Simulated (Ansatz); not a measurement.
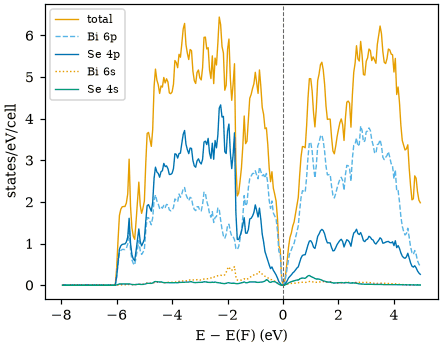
Fig. 1. Total and projected density of states of Bi4Se3 in space group R-3m (No. 166; Bi on 6c, Bi on 6c, Se on 3a, Se on 6c), LDA in the plane-wave PAW code Ansatz

Question: Which orbitals carry the states next to the Fermi level?

Answer: Within 0.5 eV of the Fermi level: Bi 6p 73 %, Se 4p 16 %. Projections are on Löwdin-orthogonalised atomic valence shells; empty p or d shells of many metals are not among them.

Question: Where is the tallest occupied peak in this window, and what makes it?

Answer: Near -2.3 eV, about 6.4 states/eV per cell; the largest projected share is Se 4p.

The first step of the workflow began from a Materials Project structure, measured or hypothetical; the Crystallography Open Database files this formula in space group No. 166, but the cells were not matched. Its standing as an ambient phase is unchecked. The cell was relaxed with LDA under the symmetry of its start; whether a distortion lowers the energy is not shown. A crystal of weakly bound layers computed without a dispersion correction: the cell and the soft elastic constants depend strongly on that. A small band overlap can be real or an error of a semilocal functional. Spin–orbit coupling is left out wherever it is not named.

Potentials: the later of the program's two PAW sets.
